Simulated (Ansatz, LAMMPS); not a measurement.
# Gap against volume in glassy CaAl2Si2O8 (117 atoms)

Density of this cell: 2.63 g/cm³. The cell holds 117 atoms: 18 Al, 9 Ca, 72 O and 18 Si. Its edges and angles: a = 11.681 Å, b = 11.629 Å, c = 11.688 Å, α = 87.2°, β = 87.1°, γ = 92.0°. The starting structure: 117 atoms (18 Al, 9 Ca, 72 O, 18 Si) placed at random at 2.71 g/cm³, melted at 4500 K for 20 ps at fixed volume with the Morse and Coulomb pair potential with partial charges (Pedone, Malavasi, Menziani, Cormack and Segre, J. Phys. Chem. B 110, 11780 (2006)). Quenched from 4500 K to 300 K at 20 K/ps and fixed volume, held 5 ps. The density is a measured one.

Calculated with Ansatz 0.2.0: Kohn-Sham DFT, PBE, PAW (set soft_2), plane waves; cutoff 420 eV, Γ point, gaussian smearing of 0.05 eV. The relaxed cell was scaled evenly and the atoms were relaxed at each volume. The gap is that between the highest filled and the lowest empty Kohn-Sham level on the run's k-points.

```
volume (Å³/atom)  gap (eV)
          12.174               4.052
          12.715                   ?
          13.120               4.043
          13.526               3.909
          13.932               3.767
          14.338               3.639
```

**Question.** Fit a straight line in ln V to the rows given and interpolate to the withheld row.

**Working.**

A volume deformation potential makes the spacing linear in u = ln(V/V0), with V0 = 13.526 Å³ the relaxed volume; v is the spacing.

| u = ln(V/V0) | v (eV) |
| --- | --- |
| -0.105360 | 4.0523 |
| -0.0304592 | 4.0429 |
| 0 | 3.9091 |
| 0.0295595 | 3.7673 |
| 0.0582687 | 3.6394 |

With n = 5: mean u = -0.00959819, mean v = 3.8822, Σ(u − ū)² = 0.015837, Σ(u − ū)(v − v̄) = -0.040361. Slope b = -0.040361 / 0.015837 = -2.5485; intercept a = v̄ − b ū = 3.8577.

At the withheld volume u = -0.06188, and v = a + b u.

Prediction at 12.715: 4.015 eV. The run gave 4.125 eV, so the fit is low by 0.11 eV (2.7 % of the value).

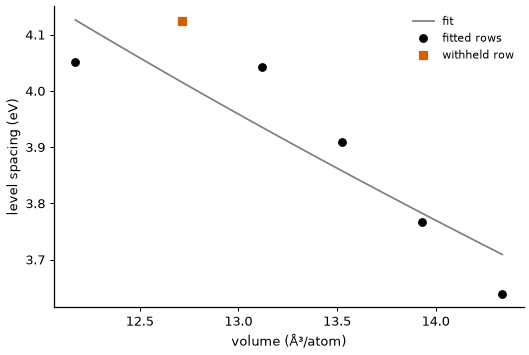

The fit, the rows that it rests on and the withheld row.

The rows follow a line only loosely (correlation 0.90 in size over all rows, under the 0.97 asked here), so the slope of -2.55 eV is a mean trend and no deformation potential. Among the rows given, the largest miss of the fit is at 13.120, by 0.11 eV (22 % of the range of the table).

Limits: The table spans 16 % in volume, wide for a linear law. Semilocal functionals tend to put gaps under measured ones. Only the Γ point is sampled. Atoms move by up to 1.2 Å in these relaxations, so the structure changes along the series. Defect or tail levels can set the spacing of a disordered cell.

[Logs are printed without paths, hosts, clocks, repeated set-up lines and the standing remarks that a program may print on its own settings, such as how far it seeks lower states.]

[Hosts, paths, dates, database ids (printed as entryN), source tags and the programs' standing remarks are cut or masked in the printed files.]
